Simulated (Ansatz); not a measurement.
System (SMILES): O(F)F.
Atoms: F1, O2, F3. Bonds: F1-O2, O2-F3.

Basis-set convergence of the highest harmonic wavenumber at PBE0 with Ansatz (a program for electronic structure). Each level at its own minimum, finite differences of forces, unscaled; the reference is a large set that could be run, not a limit. All functions are spherical. The program fits the integrals of some runs and decomposes those of others, by size. No added dispersion term, no relativity. Reference: the value in def2-QZVPP, 1065 cm⁻¹, itself unsure by roughly 2 cm⁻¹ (its mean distance from cc-pVQZ, aug-pcseg-2, aug-cc-pVTZ). Deviations are taken from unrounded values.

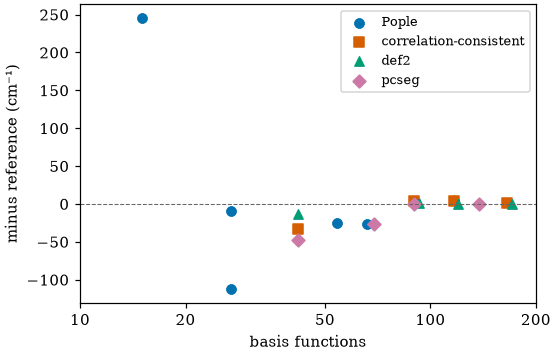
Figure. Deviation from the reference against the number of basis functions, by family of sets.

```csv
basis,functions,highest harmonic wavenumber (cm⁻¹),minus reference (cm⁻¹)
STO-3G,15,1310,245
3-21G,27,1055,-10
6-31G,27,952,-112
cc-pVDZ,42,1031,-33
def2-SVP,42,1052,-13
pcseg-1,42,1017,-47
6-311G**,54,1039,-25
6-311+G**,66,1038,-26
aug-pcseg-1,69,1038,-26
cc-pVTZ,90,1068,3
pcseg-2,90,1065,0
def2-TZVPP,93,1066,1
"6-311++G(3df,3pd)",117,1070,5
jun-cc-pV(T+d)Z,117,1068,3
def2-TZVPPD,120,1065,1
aug-pcseg-2,138,1064,0
cc-pVQZ,165,1066,1
def2-QZVPP,171,1065,0
```
